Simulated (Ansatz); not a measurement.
**Identify the compound from its spectrum**

Method: Ansatz, r2SCAN, independent particles, without spin-orbit coupling, line width 0.1 eV (Gaussian); metals get a typed carrier damping. The response is along the first axis of the cell.

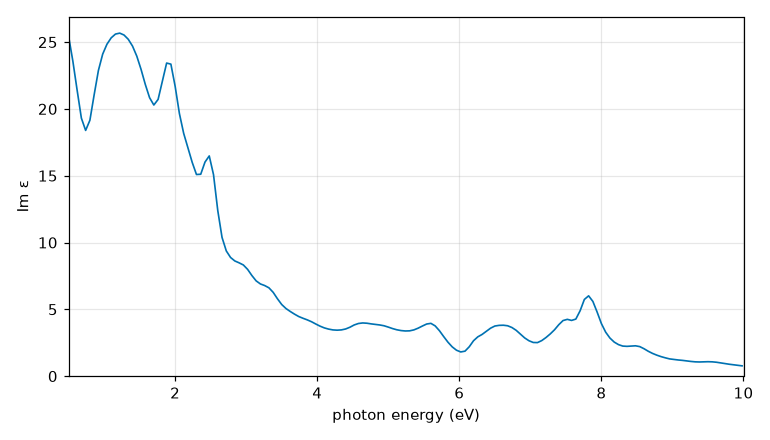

Question: All candidates were run at this level. Which one is shown?
A. Cu (Fm-3m)
B. NaTcO4 (I4_1/a)
C. Y (P6_3/mmc)

Answer: C. Y (P6_3/mmc): a metal, with a Drude term, main peak of the conductivity above 1 eV at 7.82 eV. The others: NaTcO4 (I4_1/a), least direct gap 3.16 eV, ε∞ = 4.76 along the first axis, strongest peak along the first axis at 4.04 eV; Cu (Fm-3m), a metal, with a Drude term, main peak of the conductivity above 1 eV at 4.98 eV.
